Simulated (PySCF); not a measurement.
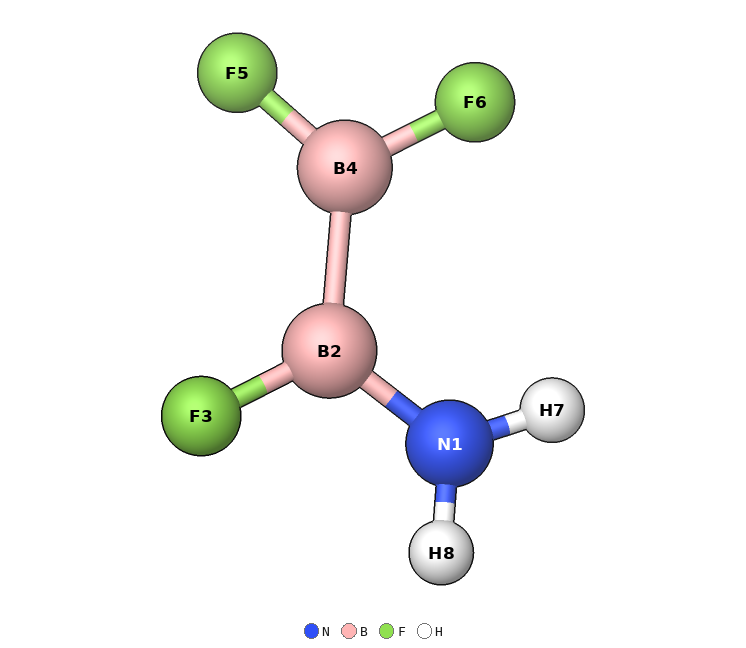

The geometry was computed by an optimisation with GFN2-xTB. No frequency run is at hand to confirm it as a minimum. Method: delta-SCF UKS SCAN, pcX-2 on the ionised atom, pcseg-1 elsewhere, spin-free X2C (PySCF 2.14.0).

Give the core-electron binding energies (to vacuum) of N1 1s, B2 1s, F3 1s, B4 1s, F5 1s.

| atom | level | binding energy (eV) |
| --- | --- | --- |
| N1 | 1s | 406.0 |
| B2 | 1s | 197.7 |
| F3 | 1s | 692.8 |
| B4 | 1s | 199.4 |
| F5 | 1s | 693.5 |

The geometry is semi-empirical. Around B such bond lengths and angles can be off by a tenth of an ångström or more and by several degrees, and values that hang on the shape move with them.
